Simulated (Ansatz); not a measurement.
## Electronic structure of As₃H₁₂In₃ (In3As3 wurtzite hole sphere) (charge +1, doublet) in real space

Input

```
crystal:
  periodic: [false, false, false]
  atoms:
    - {symbol: As, position_ang: [0.086765, -2.368827, -0.227875]}
    - {symbol: In, position_ang: [-2.322202, -1.498256, 0.496445]}
    - {symbol: As, position_ang: [-2.206617, 1.276463, -0.308018]}
    - {symbol: In, position_ang: [2.642007, -1.532184, 0.485304]}
    - {symbol: As, position_ang: [2.101553, 1.102896, -0.220722]}
    - {symbol: In, position_ang: [0.142599, 2.757733, 0.496848]}
    - {symbol: H, position_ang: [-0.004404, -3.825546, 0.160812]}
    - {symbol: H, position_ang: [-0.020443, -2.578307, -1.719918]}
    - {symbol: H, position_ang: [-3.371027, -1.498565, -0.882403]}
    - {symbol: H, position_ang: [-2.509894, -1.399175, 2.185793]}
    - {symbol: H, position_ang: [-2.428425, 1.406379, -1.796856]}
    - {symbol: H, position_ang: [-3.457307, 2.003396, 0.130999]}
    - {symbol: H, position_ang: [3.638830, -2.117446, -0.764333]}
    - {symbol: H, position_ang: [2.563628, -1.485925, 2.188649]}
    - {symbol: H, position_ang: [2.242782, 1.311473, -1.710039]}
    - {symbol: H, position_ang: [3.315559, 1.904920, 0.184707]}
    - {symbol: H, position_ang: [-0.038716, 2.875755, 2.185644]}
    - {symbol: H, position_ang: [-0.374711, 3.665227, -0.885040]}
basis:
  gaussian: {orbitals: def2-TZVP, initial_orbitals: start.molden}
total_charge: 1
magnetization: {spin_polarized: true, initial_magnetization: 1}
hamiltonian: {xc: pbe0, dispersion: d4}
scf: {omitted_lower_state_checks: [starts]}
output: {orbitals: {seedname: orbitals}}
```

Run with:

```sh
ansatz run in.yaml --threads 2 --pin off --events-out ev --progress --plain --max-ram 32768MiB --backend cuda --devices 0, --max-vram 18GiB
```

Geometry: r2SCAN-D4/def2-SVP; core potentials replace the inner electrons of In.

Computed with UKS PBE0-D4/def2-TZVP in Ansatz 0.2.0.

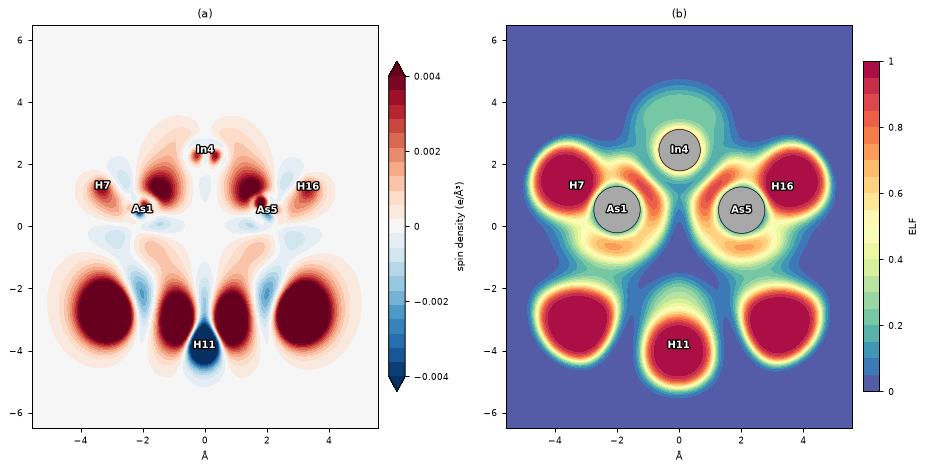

Figure 1. (a) spin density; (b) electron localisation function on the plane of atoms As1, In4 and As5. Grey discs cover the atomic cores in the ELF map.

Read the bonding off the picture.

Answer.
- Atoms in the plane: As, In and H.
- As–H (1.51 Å): the ELF climbs to about 1 towards the hydrogen, as it does in any bond to H.
- In–As (2.78 Å): the ELF peaks at about 0.85 between the atoms (a shared electron pair).
- The unpaired spin (1 electron) lies mostly on As3 (about 0.6), In2 (about 0.1), In6 (about 0.1), H9 (about 0.1) and H18 (about 0.1), in electrons by Hirshfeld's partition.

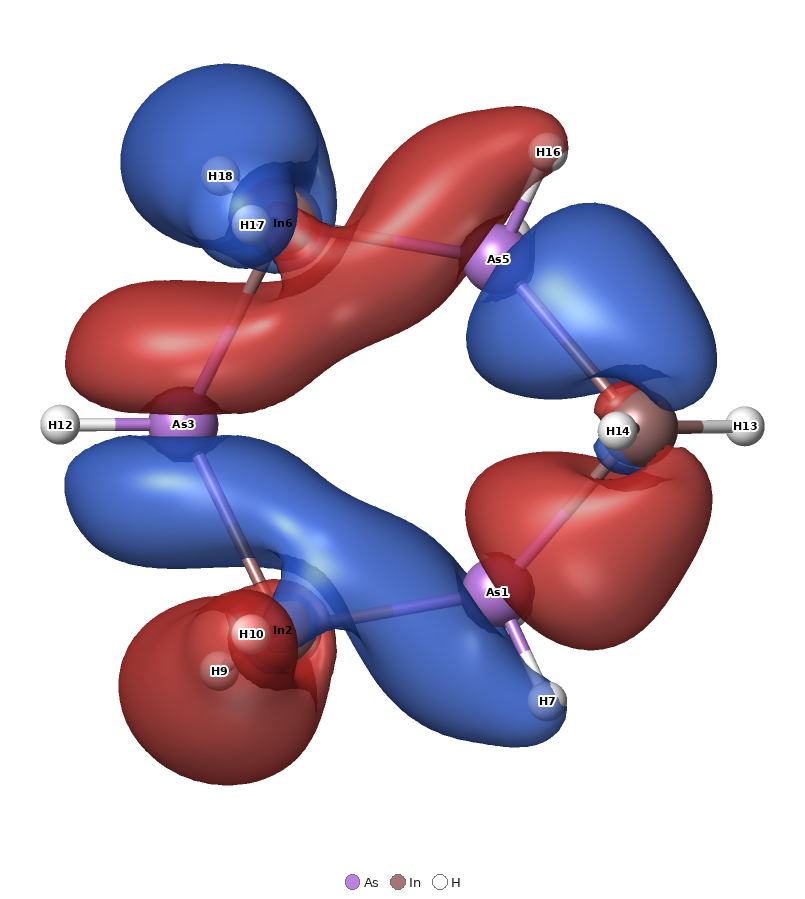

Figure 2. The HOMO (α) at ±0.05 Å⁻³ᐟ² (red and blue are the two phases), seen across its widest extent.

What is the character of this orbital?

Answer. It lies mainly on As3 (about 20 %), As1 (about 15 %), As5 (about 15 %), In2 (about 10 %), In6 (about 10 %) and In4 (about 10 %). Its energy is −10.81 eV.
